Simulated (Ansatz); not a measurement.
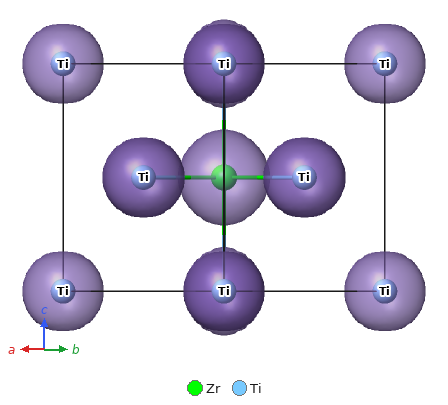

Figure. ZrTi4. Isosurface of the valence pseudo-density at 0.8 e/Å³ (purple), seen along [110]. Sticks mark near contacts.

Space group Pm-3m; a structure generated by program, which may or may not match a known phase; computed without spin polarisation.

All numbers below come from DFT PBE, scalar-relativistic, plane waves, PAW (Ansatz 0.2.0).

Core electrons are frozen (PAW), and the valence fields are smoothed inside the atomic spheres.

The calculation's input:

```
crystal:
  lattice:
    - [4.7502021327, 0.0, 0.0]
    - [0.0, 4.7502021327, 0.0]
    - [0.0, 0.0, 4.7502021327]
  atoms:
    - { symbol: Zr, position: [0.5, 0.5, 0.5] }
    - { symbol: Ti, position: [0.0, 0.5, 0.5] }
    - { symbol: Ti, position: [0.5, 0.0, 0.5] }
    - { symbol: Ti, position: [0.5, 0.5, 0.0] }
    - { symbol: Ti, position: [0.0, 0.0, 0.0] }
basis:
  ecutwfc: 420
kpoints:
  mp_grid: { grid: [8, 8, 8] }
hamiltonian:
  xc: pbe
scf:
  occupations: { method: gaussian, width: 0.1 }
output:
  forces: true
  stress: true
  eigenvalues: true
  write_density: true
  write_potential: true
  elf: true
  volumetric_format: npy
relax:
  adjacent_minimum: "off"
  f_tol: 0.01
  max_steps: 80
  cell: { stress_tol: 0.05 }
```

Command:

```sh
ansatz run input.yaml --threads 1 --pin off --max-ram 2048MiB --backend cpu --events-out ev --progress --plain --runs-dir out
```

Below, planes, directions and counts refer to the conventional cell (a = 4.74 Å, b = 4.74 Å, c = 4.74 Å, α = 90.00°, β = 90.00°, γ = 90.00°).

The fields are those of the relaxed geometry.

How is the density connected at this value?

Answer. At this value the density breaks into separate islands; it holds about 70 % of the electrons treated as valence (semicore included). It bridges none of the near contacts. It is pinched off along the shortest Zr–Ti (2.37 Å) contacts. On the grid the lowest density along these lines, outside the cores, is 0.52 e/Å³ (Zr–Ti, 2.37 Å).
